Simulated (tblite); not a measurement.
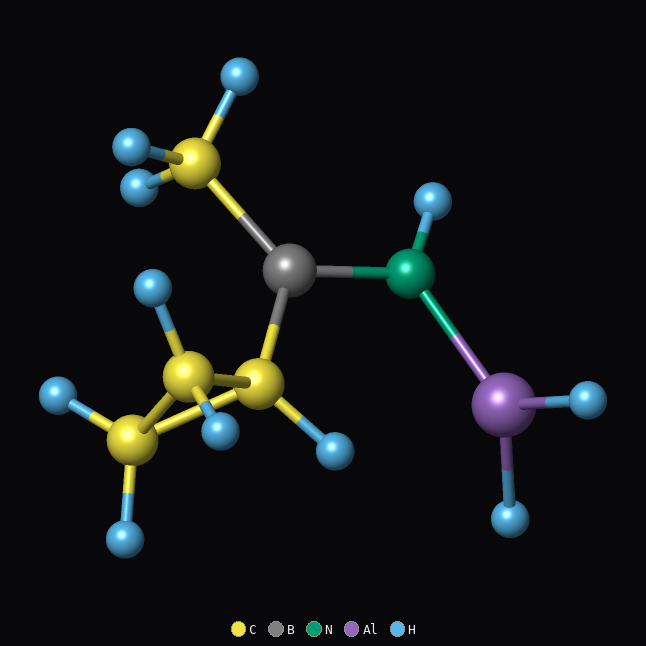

The picture comes from a calculation with tblite.

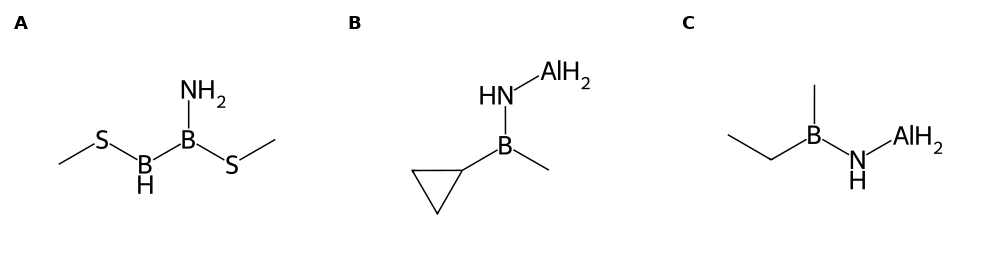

**The first picture shows one of the molecules drawn in the second. Which?**

B, `CB([NH][AlH2])C1CC1`.
